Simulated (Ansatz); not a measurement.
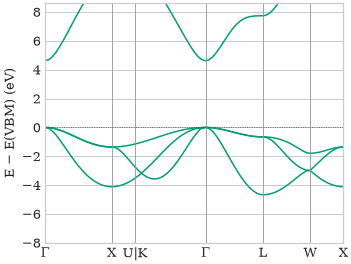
Fig. 1. Band structure from DFT-PBEsol in the program Ansatz with PAW potentials

Task: Read off the gap and where the band edges lie.

Result: About 4.6 eV (4.62 eV by a search for the band edges); maximum at Γ, minimum at Γ.

Task: Pick the material that matches.
A) MgO, rock salt
B) SrCl2, fluorite
C) NaCl, rock salt

Result: A, MgO, rock salt

Space group Fm-3m (rock salt). Symmetry was held in the PBEsol relaxation; phonons on a q-mesh show no instability. The volume moved by -33 % from the start of the relaxation.

Potentials: the later of the program's two PAW sets.
